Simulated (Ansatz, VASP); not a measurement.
# SiC (Moissanite 3C) in two plane-wave programs

Wanted: the spread between two codes on one cell, functional and k mesh. Valence electrons are named where the data sets of a main pair hold unlike numbers.

Program: Ansatz 0.2.0. Level of theory: plane waves, with VASP 6.6.1 beside it; band structure at PBE. Results are calculated unless marked as measured.

## Step 1: The structure

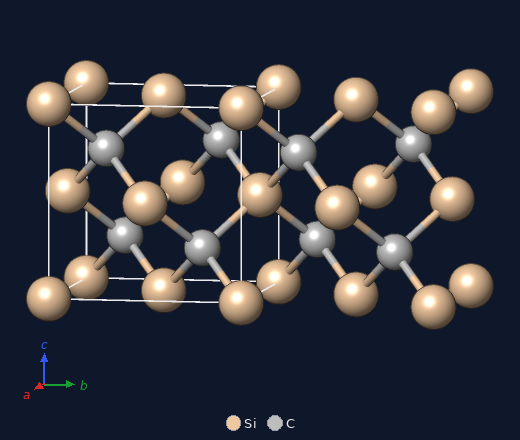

Start, viewed slightly off an axis; silicon light orange, carbon light grey. 1×2×1 cells are drawn. This picture shows the conventional cell, with its axes. Bonds to atoms that aren't drawn are left out. Some periodic images of atoms are drawn too.

## Step 2: Ansatz: band structure, PBE

Ansatz runs on its default PAW (the set named soft_2) files.

Levels along a path test the potential and the projectors away from the mesh points.

Contents of input.yaml:

```yaml
crystal:
  lattice:
    - [0.0, 2.179, 2.179]
    - [2.179, 0.0, 2.179]
    - [2.179, 2.179, 0.0]
  atoms:
    - { symbol: Si, position: [0.0, 0.0, 0.0] }
    - { symbol: C, position: [0.75, 0.75, 0.75] }
hamiltonian:
  xc: pbe
  pseudopotentials: { kind: paw }
kpoints:
  mp_grid: { grid: [4, 4, 4] }
  band_path:
    path:
      - [0.0, 0.0, 0.0]
      - [0.18182, 0.0, 0.18182]
      - [0.36364, 0.0, 0.36364]
      - [0.5, 0.0, 0.5]
      - [0.5, 0.09091, 0.59091]
      - [0.5, 0.18182, 0.68182]
      - [0.5, 0.25, 0.75]
      - [0.45455, 0.29545, 0.75]
      - [0.40909, 0.34091, 0.75]
      - [0.375, 0.375, 0.75]
      - [0.20455, 0.20455, 0.40909]
      - [0.06818, 0.06818, 0.13636]
      - [0.04545, 0.04545, 0.04545]
      - [0.22727, 0.22727, 0.22727]
      - [0.40909, 0.40909, 0.40909]
      - [0.51136, 0.47727, 0.51136]
      - [0.55682, 0.38636, 0.55682]
      - [0.60227, 0.29545, 0.60227]
      - [0.61364, 0.25, 0.63636]
      - [0.56818, 0.25, 0.68182]
      - [0.51136, 0.25, 0.73864]
      - [0.5, 0.29545, 0.70455]
      - [0.5, 0.38636, 0.61364]
      - [0.5, 0.47727, 0.52273]
      - [0.47727, 0.47727, 0.54545]
      - [0.43182, 0.43182, 0.63636]
      - [0.38636, 0.38636, 0.72727]
      - [0.60227, 0.20455, 0.60227]
      - [0.55682, 0.11364, 0.55682]
      - [0.5, 0.0, 0.5]
    npoints: 1
scf:
  occupations: { method: gaussian, width: 0.01 }
  n_extra_bands: 7
output:
  forces: true
  stress: true
  eigenvalues: true
  write_density: true
  write_potential: true
  elf: true
  volumetric_format: npy
```

Launch:

```console
> ansatz run input.yaml --threads 2 --pin off --max-ram 4608MiB --backend cpu --events-out ev --progress --plain --runs-dir out
```

Numbers of over 12 decimals in the logs are rounded to 6 here.

The program printed:

```text
scf.n_extra_bands = 7 over 4 filled bands (N_el = 8.0): the run solves 11 bands
Engine: ansatz 0.2.0, x86_64-unknown-linux-gnu
Pseudopotentials: kind: paw
Pseudopotential: Si, paw, valence charge 4, recommended cutoff 420 eV (normal), Si.paw.azcp
Pseudopotential: C, paw, valence charge 4, recommended cutoff 420 eV (normal), C.paw.azcp
Functional definition: PBE
  parameter kappa = 0.804
  parameter beta = 0.066725
  exchange = pbe_x(kappa = kappa, mu = beta*pi^2/3)
  correlation = pbe_c(beta = beta)
Crystal: 2 atoms, lattice volume = 20.692 Å³
Basis set: ecut = 420 eV, 411 PW (Γ), exchange–correlation on 48×48×48 points (8 copies of the dense FFT grid, shifted against one another)
Bands: 11, of which v1, the nominal top of the filled ones, is band 4 counted from 1 (3 counted from 0)
Symmetry: 24 space group operations
Space group: F-43m (ITA 216), of the structure as read, at distance tolerance 2.7e-5 Å
k-points: 8 of 64 (time reversal used)
Non-local potential: Si, projectors of the file, l = 0: 2, l = 1: 2, l = 2: 2
Non-local potential: C, projectors of the file, l = 0: 2, l = 1: 2, l = 2: 1
PAW form: soft (Blöchl's): semilocal exchange-correlation on the pseudo side does not see the compensation charge
PAW one-centre angular grid: Si, 110 points (default); XC on 64 Gauss nodes
PAW one-centre angular grid: C, 110 points (default); XC on 64 Gauss nodes
Initial density: superposition of atomic densities (neutral atoms: chi_scale 0, normalization atom), corrected by the library's trained network
Initial wavefunctions: pseudopotential atomic-orbital guess
Functional: x = pbe(κ = 0.804, μ = 0.219515), c = pbe(β = 0.066725)
SCF iter   1: F=—  HF=-887.031348 eV  |F-HF|=—  |Δ(HF+E_count)|=         —  Δρ=2.10e-3  dr2=9.47e-4  ethr=1.77e-3  ⟨swp⟩=6.0  Hψ=635  notcnv=0
preconditioner: auto → none  [insulator: Δε(μ)=1.336 eV  Ē_g=17.561 eV  σ=0.010 eV  W_gap=1.00  n_scr=0 (ndim 8)  ℏωp=23.1 eV  f_vac=0.000  D(μ)=0.00/eV (n_scr^D=0)  ε∞_Penn≈2.7]
SCF iter   2: F=—  HF=-887.031205 eV  |F-HF|=—  |Δ(HF+E_count)|=   1.43e-4  Δρ=7.49e-4  dr2=6.39e-5  ethr=1.18e-5  ⟨swp⟩=2.4  Hψ=214  notcnv=0  defer=19
SCF iter   3: F=—  HF=-887.031253 eV  |F-HF|=—  |Δ(HF+E_count)|=   4.73e-5  Δρ=2.86e-4  dr2=8.64e-6  ethr=7.99e-7  ⟨swp⟩=1.4  Hψ=74  notcnv=0  defer=19
SCF iter   4: F=—  HF=-887.031264 eV  |F-HF|=—  |Δ(HF+E_count)|=   1.10e-5  Δρ=3.72e-5  dr2=1.34e-7  ethr=1.08e-7  ⟨swp⟩=2.2  Hψ=102  notcnv=0  defer=19
iter 5 did not close the SCF: its close was put off for the readings that it lacked (scf_convergence_deferred on its scf_iter line)
SCF iter   5: F=-887.031264 eV  HF=-887.031264 eV  |F-HF|=8.90e-9  |Δ(HF+E_count)|=   1.55e-7  Δρ=7.92e-6  dr2=1.46e-8  ethr=1.68e-9  ⟨swp⟩=2.1  Hψ=93  notcnv=0  defer=19
SCF iter   6: F=-887.031264 eV  HF=-887.031264 eV  |F-HF|=3.41e-12  |Δ(HF+E_count)|=   3.13e-9  Δρ=7.38e-7  dr2=7.77e-11  ethr=1.83e-10  ⟨swp⟩=7.9  Hψ=483  notcnv=0
SCF 1 converged in 6 iterations: F = -887.031264 eV  dr2 = 7.77e-11
  greatest PAW one-centre occupation: 0.640 electrons in one spin orbital (limit 2), on the C atom at site 1 (counted from 0), in its partial waves of l = 0
NSCF: frozen V_eff on 30 k-points
SCF converged after 6 iterations
Free energy (F): -887.031264 eV
Harris-Foulkes:  -887.031264 eV  (|F-HF|=3.41e-12)
Internal energy: -887.031264 eV  (E = F + TS)
E sigma→0 (E₀):  -887.031264 eV
Fermi energy:    10.194007 eV
--- Per-component energies (eV) ---
  E_band       = 29.141590
  E_kinetic    = 136.315014
  E_local      = -104.984323  (includes V_loc(G=0)·N_el)
  E_nonlocal   = 51.702203
  E_hartree    = 32.406319
  E_xc         = -105.516791
  E_vxc        = -109.393463  (∫ρ·V_xc dr)
  E_paw        = -612.169917  (= ΣΔE_a)
  E_vpaw       = -9.310431  (= ΣTr[D̂ρ^β])
  E_aug_tail   = 0.000011  (compensation charges beyond the density's cutoff)
  E_ewald      = -284.783780
  E_smearing   = -0.000000  (= −TS)
  E_closure    = 0.000000  (closes the sum)
  Σ components = -887.031264   (vs F -887.031264, Δ=0.00e0)
--- Forces (eV/Å), atoms counted from 1 ---
  atom   1  Si    -0.00000000     0.00000000     0.00000000
  atom   2  C      0.00000000    -0.00000000    -0.00000000
  max |Σ_I F_I| component: 3.33e-16 eV/Å
--- Stress (GPa, compression-positive) ---
        3.681272      -0.000000      -0.000000
       -0.000000       3.681272       0.000000
       -0.000000       0.000000       3.681272
  P = ⅓ Tr σ = 3.6813 GPa (36.813 kbar)
--- Band table (eV; the first three rows and the last of 8) ---
  k-point 0: bands = [-5.8924, 9.5378, 9.5378, 9.5378, 15.7416, 16.7971, 16.7971, 16.7971, ... 3 higher]
  k-point 1: bands = [-4.6946, 5.2274, 8.9277, 8.9277, 15.4893, 17.3990, 17.3990, 18.8684, ... 3 higher]
  k-point 2: bands = [-2.3139, 0.9688, 8.4787, 8.4787, 14.9360, 16.7158, 16.7158, 19.5600, ... 3 higher]
  k-point 7: bands = [-0.6209, 2.4833, 4.5270, 4.8219, 14.7210, 18.9315, 18.9747, 19.2724, ... 3 higher]
```

Wall time 0.42 s (2 threads of AMD EPYC 7B13 (Zen 3), shared host); peak memory 0.32 GiB; 0.68 s of CPU time.

## Step 3: VASP: band structure, PBE

The same cell, functional, mesh and smearing now go to VASP, with its own data sets.

Lines of VASP's logs that name or quote its potential files are left out, and so is its time.

Contents of INCAR:

```
SYSTEM = SiC
PREC = Accurate
ENCUT = 440
EDIFF = 1E-08
NELM = 100
ISMEAR = 0
SIGMA = 0.01
LREAL = .FALSE.
ALGO = Normal
GGA = PE
NBANDS = 10
LORBIT = 11
LWAVE = .TRUE.
LCHARG = .FALSE.
KPAR = 8
```

Contents of POSCAR:

```
SiC
1.0
    0.0000000000      2.1790000000      2.1790000000
    2.1790000000      0.0000000000      2.1790000000
    2.1790000000      2.1790000000      0.0000000000
Si C
1 1
Direct
    0.0000000000      0.0000000000      0.0000000000
    0.7500000000      0.7500000000      0.7500000000
```

Contents of KPOINTS:

```
Automatic mesh
0
Gamma
4 4 4
0 0 0
```

Contents of KPOINTS_OPT:

```
Line mode
12
Line-mode
Reciprocal
  0.00000000   0.00000000   0.00000000 GAMMA
  0.50000000   0.00000000   0.50000000 X

  0.50000000   0.00000000   0.50000000 X
  0.50000000   0.25000000   0.75000000 W

  0.50000000   0.25000000   0.75000000 W
  0.37500000   0.37500000   0.75000000 K

  0.37500000   0.37500000   0.75000000 K
  0.00000000   0.00000000   0.00000000 GAMMA

  0.00000000   0.00000000   0.00000000 GAMMA
  0.50000000   0.50000000   0.50000000 L

  0.50000000   0.50000000   0.50000000 L
  0.62500000   0.25000000   0.62500000 U

  0.62500000   0.25000000   0.62500000 U
  0.50000000   0.25000000   0.75000000 W

  0.50000000   0.25000000   0.75000000 W
  0.50000000   0.50000000   0.50000000 L

  0.50000000   0.50000000   0.50000000 L
  0.37500000   0.37500000   0.75000000 K

  0.62500000   0.25000000   0.62500000 U
  0.50000000   0.00000000   0.50000000 X
```

Potentials, in the order of the species: Si_GW and C_GW (PBE family, release 64).

Launch:

```console
> mpirun -np 8 vasp_std
```

The program printed:

```text
[banner, memory and clock lines left out]
running    8 mpi-ranks, on    1 nodes
 distrk:  each k-point on    1 cores,    8 groups
 distr:  one band on    1 cores,    1 groups

 POSCAR found type information on POSCAR SiC
 POSCAR found :  2 types and       2 ions
|                                                                             |
|           W    W    AA    RRRRR   N    N  II  N    N   GGGG   !!!           |
|           W    W   A  A   R    R  NN   N  II  NN   N  G    G  !!!           |
|           W    W  A    A  R    R  N N  N  II  N N  N  G       !!!           |
|           W WW W  AAAAAA  RRRRR   N  N N  II  N  N N  G  GGG   !            |
|           WW  WW  A    A  R   R   N   NN  II  N   NN  G    G                |
|           W    W  A    A  R    R  N    N  II  N    N   GGGG   !!!           |
|                                                                             |
|     For optimal performance we recommend to set                             |
|       NCORE = 2 up to number-of-cores-per-socket                            |
|     NCORE specifies how many cores store one orbital (NPAR=cpu/NCORE).      |
|     This setting can greatly improve the performance of VASP for DFT.       |
|     The default, NCORE=1 might be grossly inefficient on modern             |
|     multi-core architectures or massively parallel machines. Do your        |
|     Unfortunately you need to use the default for GW and RPA                |
|     calculations (for HF NCORE is supported but not extensively tested      |
|     yet).                                                                   |
|                                                                             |

 LDA part: xc-table for (Slater+PW92), standard interpolation
 POSCAR, INCAR and KPOINTS ok, starting setup
 FFT: planning ... GRIDC
 FFT: planning ... GRID_SOFT
 FFT: planning ... GRID
 WAVECAR not read
 entering main loop
       N       E                     dE             d eps       ncg     rms          rms(c)
DAV:   1     0.730017191468E+00    0.73002E+00   -0.43488E+03   186   0.767E+02
DAV:   2    -0.164355494454E+02   -0.17166E+02   -0.15495E+02   244   0.121E+02
DAV:   3    -0.168521356136E+02   -0.41659E+00   -0.41591E+00   190   0.140E+01
DAV:   4    -0.168625347588E+02   -0.10399E-01   -0.10398E-01   220   0.288E+00
DAV:   5    -0.168626952657E+02   -0.16051E-03   -0.16050E-03   200   0.296E-01    0.709E+00
DAV:   6    -0.149954785812E+02    0.18672E+01   -0.67797E+00   224   0.165E+01    0.218E+00
DAV:   7    -0.149267921498E+02    0.68686E-01   -0.34446E-01   192   0.368E+00    0.117E+00
DAV:   8    -0.149173154205E+02    0.94767E-02   -0.25126E-02   212   0.158E+00    0.101E-01
DAV:   9    -0.149172176363E+02    0.97784E-04   -0.16174E-03   224   0.274E-01    0.428E-02
DAV:  10    -0.149173187550E+02   -0.10112E-03   -0.15745E-04   178   0.923E-02    0.154E-02
DAV:  11    -0.149173184928E+02    0.26218E-06   -0.39770E-05   196   0.471E-02    0.300E-03
DAV:  12    -0.149173190823E+02   -0.58955E-06   -0.12860E-06   190   0.109E-02    0.691E-04
DAV:  13    -0.149173191135E+02   -0.31177E-07   -0.40590E-08   208   0.188E-03    0.284E-04
DAV:  14    -0.149173191137E+02   -0.20503E-09   -0.10356E-08   128   0.820E-04
   1 F= -.14917319E+02 E0= -.14917319E+02  d E =-.878106E-50
 Start KPOINTS_OPT (optional k-point list driver)
k-point batch [1-8\120]
       N       E                     dE             ncg
DAV:   1     0.402551825850E+03   -0.37818E+03      178
DAV:   2     0.205564349464E+03   -0.19699E+03      248
DAV:   3     0.201718633911E+03   -0.38457E+01      200
DAV:   4     0.201634341766E+03   -0.84292E-01      204
DAV:   5     0.201632474527E+03   -0.18672E-02      218
DAV:   6     0.201632348796E+03   -0.12573E-03      230
DAV:   7     0.201632348219E+03   -0.57747E-06      212
DAV:   8     0.201632348213E+03   -0.55867E-08      198
[...]
k-point batch [113-120\120]
       N       E                     dE             ncg
DAV:   1     0.234363233605E+03   -0.25258E+04      196
DAV:   2     0.102441598210E+03   -0.13192E+03      248
DAV:   3     0.100588493647E+03   -0.18531E+01      240
DAV:   4     0.100572364155E+03   -0.16129E-01      208
DAV:   5     0.100572114387E+03   -0.24977E-03      260
DAV:   6     0.100572110086E+03   -0.43010E-05      228
DAV:   7     0.100572110080E+03   -0.58390E-08      218
 writing wavefunctions
```

OUTCAR, selected parts (step 3):

```text
ion  position               nearest neighbor table
   1  0.000  0.000  0.000-   2 1.89   2 1.89   2 1.89   2 1.89
   2  0.750  0.750  0.750-   1 1.89   1 1.89   1 1.89   1 1.89

  LATTYP: Found a face centered cubic cell.
 ALAT       =     4.3580000000

 Subroutine GETGRP returns: Found 24 space group operations
 (whereof 24 operations were pure point group operations)

The static configuration has the point symmetry T_d .

 Found      8 irreducible k-points:

   k-points           NKPTS =      8   k-points in BZ     NKDIM =      8   number of bands    NBANDS=     10

   dimension x,y,z NGX =    24 NGY =   24 NGZ =   24
   dimension x,y,z NGXF=    48 NGYF=   48 NGZF=   48

   ENCUT  =  440.0 eV  32.34 Ry    5.69 a.u.   5.27  5.27  5.27*2*pi/ulx,y,z

   NELECT =       8.0000    total number of electrons

 k-points in reciprocal lattice and weights: Automatic mesh
   0.00000000  0.00000000  0.00000000       0.016
   0.25000000  0.00000000  0.00000000       0.125
   0.50000000  0.00000000  0.00000000       0.062
   0.25000000  0.25000000  0.00000000       0.094
   0.50000000  0.25000000  0.00000000       0.375
  -0.25000000  0.25000000  0.00000000       0.188
   0.50000000  0.50000000  0.00000000       0.047
  -0.25000000  0.50000000  0.25000000       0.094

 average (electrostatic) potential at core
       1 -64.1679       2 -45.0069

 E-fermi :   7.9364

 k-point     1 :       0.0000    0.0000    0.0000
  band No.  band energies     occupation
      1      -7.6052      2.00000
      2       7.8330      2.00000
      3       7.8330      2.00000
      4       7.8330      2.00000
      5      14.0455      0.00000
      6      15.0840      0.00000
      7      15.0840      0.00000
      8      15.0840      0.00000
      9      22.2754      0.00000
    ...

 k-point     2 :       0.2500    0.0000    0.0000
  band No.  band energies     occupation
      1      -6.4081      2.00000
      2       3.5166      2.00000
      3       7.2205      2.00000
      4       7.2205      2.00000
      5      13.7809      0.00000
      6      15.6876      0.00000
      7      15.6876      0.00000
      8      17.1678      0.00000
      9      20.8947      0.00000
    ...

 k-point     3 :       0.5000    0.0000    0.0000
  band No.  band energies     occupation
      1      -4.0289      2.00000
      2      -0.7434      2.00000
      3       6.7714      2.00000
      4       6.7715      2.00000
      5      13.2254      0.00000
      6      15.0043      0.00000
      7      15.0043      0.00000
      8      17.8614      0.00000
      9      24.0029      0.00000
    ...

  Total        0.3245919      0.3245919      0.3245919     -0.0000000      0.0000000      0.0000000
  in kB       25.1331289     25.1331289     25.1331289     -0.0000000      0.0000000      0.0000000
  external PRESSURE =      25.1331289 kB  Pullay stress =       0.0000000 kB

  energy-cutoff  :      440.00
  volume of cell :       20.69
      direct lattice vectors                 reciprocal lattice vectors
     0.000000000  2.179000000  2.179000000    -0.229463056  0.229463056  0.229463056
     2.179000000  0.000000000  2.179000000     0.229463056 -0.229463056  0.229463056
     2.179000000  2.179000000  0.000000000     0.229463056  0.229463056 -0.229463056

 POSITION                                       TOTAL-FORCE (eV/Angst)
 -----------------------------------------------------------------------------------
      0.00000      0.00000      0.00000        -0.000000     -0.000000     -0.000000
      3.26850      3.26850      3.26850         0.000000      0.000000      0.000000
 -----------------------------------------------------------------------------------
    total drift:                                0.000000      0.000000     -0.000000

  FREE ENERGIE OF THE ION-ELECTRON SYSTEM (eV)
  ---------------------------------------------------
  free  energy   TOTEN  =       -14.9173191137 eV

  energy  without entropy=      -14.9173191137  energy(sigma->0) =      -14.91731911

 total charge
# of ion       s       p       d       tot
------------------------------------------
    1        0.681   0.955   0.211   1.847
    2        0.805   1.695   0.000   2.501
--------------------------------------------------
tot          1.487   2.650   0.211   4.348

[... 3 further parts left out ...]
```

The run ends at a pressure of 2.51 GPa.

## Step 4: Comparison

Known differences besides the potentials themselves: the cutoff is 420 eV in Ansatz and 440 eV in VASP; VASP leaves aspherical gradient terms in its spheres out (LASPH is not set), Ansatz keeps them. Total energies have different zeros and are not compared.

Compared:

| quantity | Ansatz | VASP | difference |
| --- | --- | --- | --- |
| gap over the path points (eV) | 1.312 | 1.305 | +0.008 |

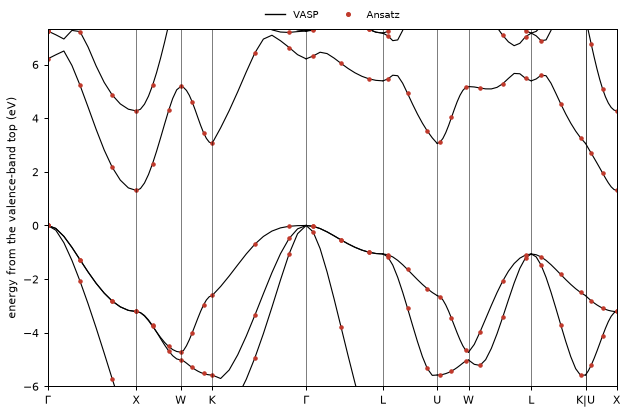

Bands from VASP (lines) and levels from Ansatz (dots). Dots without a line are higher empty bands that the VASP plot leaves out.

Levels at points of the path, from each program's valence-band top (eV; 3 filled, then empty):

| k (reciprocal lattice) | Ansatz | VASP |
| --- | --- | --- |
| 0.000 0.000 0.000 | 0.00 0.00 0.00 6.20 7.26 7.26 | 0.00 0.00 0.00 6.21 7.25 7.25 |
| 0.182 0.000 0.182 | -2.07 -1.27 -1.27 5.24 7.23 9.27 | -2.07 -1.27 -1.27 5.23 7.23 9.26 |
| 0.364 0.000 0.364 | -5.71 -2.81 -2.81 2.18 4.87 12.64 | -5.72 -2.82 -2.82 2.17 4.86 12.64 |
| 0.500 0.000 0.500 | -7.83 -3.20 -3.20 1.31 4.28 14.00 | -7.83 -3.21 -3.21 1.30 4.27 14.00 |
| 0.500 0.091 0.591 | -7.66 -3.75 -3.73 2.31 5.23 12.78 | -7.66 -3.76 -3.73 2.30 5.22 12.78 |
| 0.500 0.182 0.682 | -7.25 -4.67 -4.51 4.29 7.49 10.40 | -7.25 -4.68 -4.51 4.29 7.48 10.40 |
| 0.500 0.250 0.750 | -7.05 -5.01 -4.72 5.18 9.39 9.44 | -7.06 -5.02 -4.72 5.18 9.39 9.43 |
| 0.455 0.295 0.750 | -7.14 -5.29 -4.00 4.62 8.29 10.03 | -7.14 -5.30 -4.01 4.61 8.28 10.03 |
| 0.409 0.341 0.750 | -7.27 -5.52 -2.96 3.47 7.82 11.13 | -7.27 -5.52 -2.96 3.46 7.82 11.13 |
| 0.375 0.375 0.750 | -7.30 -5.57 -2.61 3.07 7.74 11.81 | -7.31 -5.58 -2.61 3.06 7.73 11.81 |

Among the levels compared at these points, filled levels agree within 8 meV and empty ones within 11 meV. Not compared: the pressure (VASP's GW data sets at this cutoff don't carry it).

## Step 5: What the set-up changes

Further runs change the set-up of one program: Ansatz's method, potentials or start, or VASP's data sets, cutoff or form of LDA. The table gives that difference for each run.

| run | gap over the path points (eV) |
| --- | --- |
| as above | 0.0078 |
| Ansatz's all-electron LAPW method | 0.0069 |
| Ansatz's larger PAW set (cutoff 800 eV) | 0.0071 |
| norm-conserving potentials (cutoff 1116 eV) | -0.0030 |

## Step 6: Results

| Item | Value |
| --- | --- |
| largest difference of a filled level at the path points (band structure, PBE) | 7.5 meV |

The largest difference of a filled level at the path points is 7.5 meV (band structure, PBE), within the 80 meV picked in this series as the mark of a large difference. Band structure, PBE, norm-conserving potentials (cutoff 1116 eV): the difference in gap over the path points goes from 0.0078 to -0.0030 eV. How closely two codes agree says nothing of how well the functional describes the real material.

[Lines on the potential files, build, host, timing and source positions are cut from VASP's logs without a mark.]

[Logs are printed without paths, hosts, clocks, repeated set-up lines and the standing remarks that a program may print on its own settings, such as how far it seeks lower states.]

[Hosts, paths, dates, database ids (printed as entryN), source tags and the programs' standing remarks are cut or masked in the printed files.]
